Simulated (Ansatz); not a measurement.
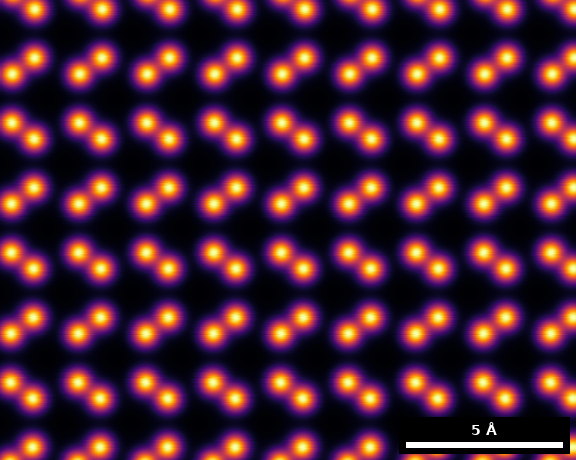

HAADF-like image of C (P6_3/mmc, No. 194). The image is simulated as a sum over atoms of Z^1.8, blurred by a 0.59 Å probe (no channelling). The probe carries 15 % of its weight in a tail 2.5 times as wide. The display is stretched by a gamma of 0.8; percentages refer to the linear signal. A slight drift was added. Model: the geometry given to an electronic-structure calculation, possibly off equilibrium.

```
C
1.0
     2.50327    0.00000    0.00000
    -1.25163    2.16790    0.00000
     0.00000    0.00000    4.16872
C
4
Direct
  0.33333 0.66667 0.06273
  0.66667 0.33333 0.56273
  0.33333 0.66667 0.43727
  0.66667 0.33333 0.93727
```

### Which beam direction gives this image, [100], [210], [201] or [101]? (Directions equivalent by symmetry count as one.)

[100]. The projected cells are 2.17 × 4.17 Å, 90° for [100]; 1.25 × 2.08 Å, 90° for [210]; 1.60 × 2.31 Å, 110° for [201]; 2.15 × 2.42 Å, 116° for [101], and the image repeats as the [100] one does.
